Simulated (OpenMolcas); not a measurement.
# Run report: NB⁺, relativistic diatomic calculation (part 2 of 2)

Continued. System: NB⁺. Method: SA-CASSCF(7,8)/XMS-CASPT2 + RASSI spin-orbit (X2C scalar, AMFI), ANO-RCC-VTZP (OpenMolcas).

### Log (extracts), continued
```
++ Dipole transition strengths (spin-free states):
     for osc. strength at least  1.00000000E-05
      From   To        Osc. strength     Einstein coefficients Ax, Ay, Az (sec-1)    Total A (sec-1)
         1   18       5.01754972E-04  5.60814633E+01  7.30004858E+04  0.00000000E+00  7.30565672E+04
         1   19       5.01764299E-04  7.30018602E+04  5.60650670E+01  0.00000000E+00  7.30579252E+04
         1    2       2.83565515E-02  0.00000000E+00  0.00000000E+00  2.05751767E+07  2.05751767E+07
         1   20       1.10343404E-02  1.26936579E+07  1.95601486E+04  0.00000000E+00  1.27132180E+07
         1   21       1.10344314E-02  1.95583382E+04  1.26937645E+07  0.00000000E+00  1.27133228E+07
         5   13       2.31520084E-04  7.56269378E+01  1.22177180E+01  0.00000000E+00  8.78446557E+01
         5   14       4.87489052E-04  1.61624156E+04  1.08915543E+02  0.00000000E+00  1.62713311E+04
         5   15       4.88216611E-04  1.11974576E+02  1.62363266E+04  0.00000000E+00  1.63483012E+04
         5   16       8.76332710E-04  1.22233126E+04  7.57589529E+04  0.00000000E+00  8.79822655E+04
         5    7       1.49157797E-02  0.00000000E+00  0.00000000E+00  4.78148053E+06  4.78148053E+06
         5    8       2.57356842E-04  0.00000000E+00  0.00000000E+00  8.24996594E+04  8.24996594E+04
         5   17       3.27175758E-03  1.77765014E+05  1.09917199E+06  0.00000000E+00  1.27693700E+06
         5    9       5.55235927E-04  0.00000000E+00  0.00000000E+00  3.42457912E+05  3.42457912E+05
         5   10       6.08650149E-03  0.00000000E+00  0.00000000E+00  3.75402687E+06  3.75402687E+06
         5   12       6.52321728E-02  0.00000000E+00  0.00000000E+00  5.65825223E+07  5.65825223E+07
         5   11       7.57546846E-04  0.00000000E+00  0.00000000E+00  6.57097709E+05  6.57097709E+05
         6   13       2.31420353E-04  1.21896893E+01  7.56171257E+01  0.00000000E+00  8.78068150E+01
         6   14       4.87893319E-04  1.09254993E+02  1.61755697E+04  0.00000000E+00  1.62848247E+04
         6   15       4.88738615E-04  1.62584959E+04  1.07284947E+02  0.00000000E+00  1.63657808E+04
         6   16       8.76351910E-04  7.57628979E+04  1.22212953E+04  0.00000000E+00  8.79841931E+04
         6    7       2.57356834E-04  0.00000000E+00  0.00000000E+00  8.24996558E+04  8.24996558E+04
         6    8       1.49157802E-02  0.00000000E+00  0.00000000E+00  4.78148075E+06  4.78148075E+06
         6   17       3.27176517E-03  1.09917260E+06  1.77767361E+05  0.00000000E+00  1.27693996E+06
         6    9       6.08650132E-03  0.00000000E+00  0.00000000E+00  3.75402676E+06  3.75402676E+06
         6   10       5.55235879E-04  0.00000000E+00  0.00000000E+00  3.42457882E+05  3.42457882E+05
         6   12       7.57546843E-04  0.00000000E+00  0.00000000E+00  6.57097707E+05  6.57097707E+05
         6   11       6.52321716E-02  0.00000000E+00  0.00000000E+00  5.65825213E+07  5.65825213E+07
        13    7       5.69963631E-04  1.29466810E+05  4.08881432E+04  0.00000000E+00  1.70354953E+05
        13    8       5.68763848E-04  4.06483817E+04  1.29347973E+05  0.00000000E+00  1.69996355E+05
        13    9       9.94852452E-04  2.31082194E+05  3.52461422E+05  0.00000000E+00  5.83543615E+05
        13   10       9.96485146E-04  3.52811490E+05  2.31689803E+05  0.00000000E+00  5.84501293E+05
        13   12       1.82129063E-02  1.17888641E+07  3.35513968E+06  0.00000000E+00  1.51440038E+07
        13   11       1.82018924E-02  3.34892447E+06  1.17859213E+07  0.00000000E+00  1.51348457E+07
        14    7       1.06460307E-03  1.56186951E+05  3.77458939E+02  0.00000000E+00  1.56564410E+05
        14    8       1.06487421E-03  3.77080087E+02  1.56227208E+05  0.00000000E+00  1.56604288E+05
        14    9       7.84856767E-04  1.30423184E+04  2.72013923E+05  0.00000000E+00  2.85056241E+05
        14   10       7.84716412E-04  2.71943348E+05  1.30619166E+04  0.00000000E+00  2.85005265E+05
        14   12       3.66048394E-03  2.05020044E+06  1.40611815E+03  0.00000000E+00  2.05160656E+06
        14   11       3.66310914E-03  1.38721511E+03  2.05169070E+06  0.00000000E+00  2.05307792E+06
        15    7       1.06363745E-03  3.72659495E+02  1.55809096E+05  0.00000000E+00  1.56181756E+05
        15    8       1.06421301E-03  1.55886075E+05  3.80198025E+02  0.00000000E+00  1.56266273E+05
        15    9       7.84954604E-04  2.71739252E+05  1.30733916E+04  0.00000000E+00  2.84812644E+05
        15   10       7.83842104E-04  1.29920009E+04  2.71416984E+05  0.00000000E+00  2.84408985E+05
        15   12       3.65713429E-03  1.31141224E+03  2.04680216E+06  0.00000000E+00  2.04811357E+06
        15   11       3.66353739E-03  2.05021864E+06  1.48087072E+03  0.00000000E+00  2.05169952E+06
        18    2       1.25769873E-03  2.15868681E+02  2.77889088E+05  0.00000000E+00  2.78104957E+05
        18   21       1.03762700E-03  0.00000000E+00  0.00000000E+00  4.96601093E+05  4.96601093E+05
        18    3       3.13360197E-04  2.60807158E+05  9.95606651E+04  0.00000000E+00  3.60367823E+05
        18    4       3.13486307E-04  9.97011202E+04  2.61143134E+05  0.00000000E+00  3.60844254E+05
        19    2       1.25765796E-03  2.77879963E+05  2.15978418E+02  0.00000000E+00  2.78095942E+05
        19   20       1.03762688E-03  0.00000000E+00  0.00000000E+00  4.96601034E+05  4.96601034E+05
        19    3       3.13342651E-04  9.95636836E+04  2.60783961E+05  0.00000000E+00  3.60347644E+05
        19    4       3.13506156E-04  2.61169126E+05  9.96979759E+04  0.00000000E+00  3.60867102E+05
        16    7       8.70111450E-04  1.30270235E+04  4.10629745E+04  0.00000000E+00  5.40899980E+04
        16    8       8.70109334E-04  4.10644586E+04  1.30254093E+04  0.00000000E+00  5.40898679E+04
        16   17       6.10136019E-05  0.00000000E+00  0.00000000E+00  5.78332697E+03  5.78332697E+03
        16    9       1.24190731E-03  1.65606499E+05  1.06977906E+05  0.00000000E+00  2.72584406E+05
        16   10       1.24188461E-03  1.06969426E+05  1.65609998E+05  0.00000000E+00  2.72579424E+05
        16   12       6.60737717E-04  5.48450975E+04  1.94646016E+05  0.00000000E+00  2.49491113E+05
        16   11       6.60739782E-04  1.94663451E+05  5.48284417E+04  0.00000000E+00  2.49491893E+05
         7   17       9.75239371E-04  8.06783641E+02  2.53618548E+03  0.00000000E+00  3.34296912E+03
         7   10       2.01204262E-04  0.00000000E+00  0.00000000E+00  9.66477164E+03  9.66477164E+03
         7   12       1.39181718E-02  0.00000000E+00  0.00000000E+00  1.85586854E+06  1.85586854E+06
         8   17       9.75239411E-04  2.53618745E+03  8.06781420E+02  0.00000000E+00  3.34296887E+03
         8    9       2.01204268E-04  0.00000000E+00  0.00000000E+00  9.66477163E+03  9.66477163E+03
         8   11       1.39181719E-02  0.00000000E+00  0.00000000E+00  1.85586852E+06  1.85586852E+06
        17    9       1.25877358E-05  1.96410033E+02  1.28339199E+02  0.00000000E+00  3.24749232E+02
        17   10       1.25877344E-05  1.28341097E+02  1.96408100E+02  0.00000000E+00  3.24749197E+02
        17   12       1.51126040E-05  3.21320361E+02  1.09942592E+03  0.00000000E+00  1.42074628E+03
        17   11       1.51127715E-05  1.09941605E+03  3.21345975E+02  0.00000000E+00  1.42076202E+03
         2   20       2.39641756E-04  1.17463972E+04  1.81884824E+01  0.00000000E+00  1.17645857E+04
         2   21       2.39653682E-04  1.81780164E+01  1.17469934E+04  0.00000000E+00  1.17651715E+04
         9   12       3.70761998E-04  0.00000000E+00  0.00000000E+00  7.90223025E+03  7.90223025E+03
         9   11       1.03642346E-02  0.00000000E+00  0.00000000E+00  2.20897957E+05  2.20897957E+05
        10   12       1.03642344E-02  0.00000000E+00  0.00000000E+00  2.20897954E+05  2.20897954E+05
        10   11       3.70762002E-04  0.00000000E+00  0.00000000E+00  7.90223034E+03  7.90223034E+03
        20    3       1.22351888E-03  5.07653238E+04  1.26452095E+05  0.00000000E+00  1.77217418E+05
        20    4       1.22434157E-03  1.26818989E+05  5.09771244E+04  0.00000000E+00  1.77796113E+05
        21    3       1.22178114E-03  1.26194736E+05  5.07709821E+04  0.00000000E+00  1.76965718E+05
        21    4       1.22412390E-03  5.09541007E+04  1.26810401E+05  0.00000000E+00  1.77764502E+05
 Electric-quadrupole - electric-quadrupole not included
 Electric-dipole - electric-octupole not included
 Electric-dipole - magnetic-quadrupole not included
   Eigenvalues of complex Hamiltonian:
  (Shifted by EMIN (a.u.) =        -78.8855699712)
 SO State       Relative EMIN(au)   Rel lowest level(eV)    D:o, cm**(-1)      Omega
     1            -0.0000009616        0.0000000000              0.0000         0.5
     2            -0.0000009616        0.0000000000              0.0000         0.5
     3            -0.0000005928        0.0000100370              0.0810         1.5
     4            -0.0000005928        0.0000100370              0.0810         1.5
     5             0.0220637912        0.6004125115           4842.6535         1.5
     6             0.0220637912        0.6004125115           4842.6535         1.5
     7             0.0222655331        0.6059021892           4886.9307         0.5
     8             0.0222655331        0.6059021892           4886.9307         0.5
     9             0.0256016392        0.6966822615           5619.1214         0.5
    10             0.0256016392        0.6966822615           5619.1214         0.5
    11             0.0543916985        1.4800996838          11937.8090         2.3
    12             0.0543916985        1.4800996838          11937.8090         2.3
    13             0.0544505771        1.4817018534          11950.7314         1.8
    14             0.0544505771        1.4817018534          11950.7314         1.8
    15             0.0672049819        1.8287668866          14749.9997         2.5
    16             0.0672049819        1.8287668866          14749.9997         2.5
    17             0.0672798722        1.8308047575          14766.4362         1.5
    18             0.0672798722        1.8308047575          14766.4362         1.5
    19             0.0673552788        1.8328566755          14782.9860         0.5
    20             0.0673552788        1.8328566755          14782.9860         0.5
    21             0.0674312011        1.8349226242          14799.6490         0.5
    22             0.0674312011        1.8349226242          14799.6490         0.5
    23             0.0780660690        2.1243121228          17133.7328         0.5
    24             0.0780660690        2.1243121228          17133.7328         0.5
    25             0.1220348872        3.3207646178          26783.7729         0.5
    26             0.1220348872        3.3207646178          26783.7729         0.5
    27             0.1220666672        3.3216293957          26790.7478         1.5
    28             0.1220666672        3.3216293957          26790.7478         1.5
    29             0.1323797537        3.6022627772          29054.2087         0.5
    30             0.1323797537        3.6022627772          29054.2087         0.5
    31             0.1502744904        4.0892033688          32981.6494         1.5
    32             0.1502744904        4.0892033688          32981.6494         1.5
    33             0.1502755496        4.0892321900          32981.8819         0.5
    34             0.1502755496        4.0892321900          32981.8819         0.5
    35             0.1606122880        4.3705091731          35250.5338         0.5
    36             0.1606122880        4.3705091731          35250.5338         0.5
    37             0.1608214635        4.3762011277          35296.4425         1.5
    38             0.1608214635        4.3762011277          35296.4425         1.5
    39             0.1864357618        5.0732016907          40918.1311         1.5
    40             0.18
```

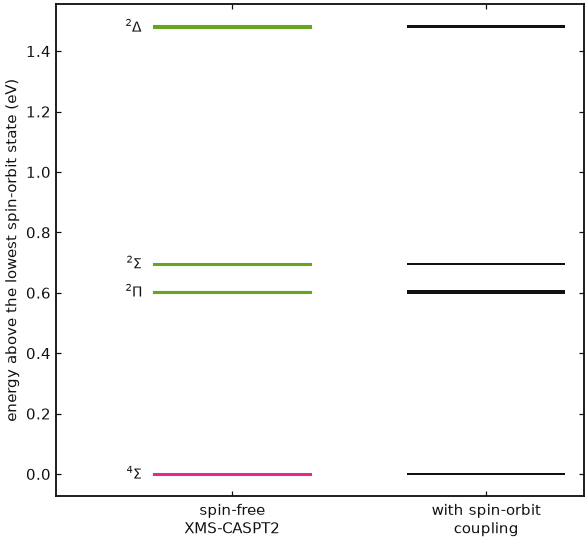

*States up to 1.6 eV at 1.446 Å, without spin-orbit coupling (left, a colour for each spin multiplicity) and with it (right, where close levels merge).*

The spin-free states run ⁴Σ (0.00 eV), ²Π (0.60 eV), ²Σ (0.70 eV), ²Δ (1.48 eV) from the lowest. The lowest spin-orbit levels have |Ω| = 1/2 (0 cm⁻¹), 3/2 (0 cm⁻¹), 3/2 (4,843 cm⁻¹), 1/2 (4,887 cm⁻¹), 1/2 (5,619 cm⁻¹).

Outcome of the run: converged; components of a degenerate state are split by 19 cm⁻¹.
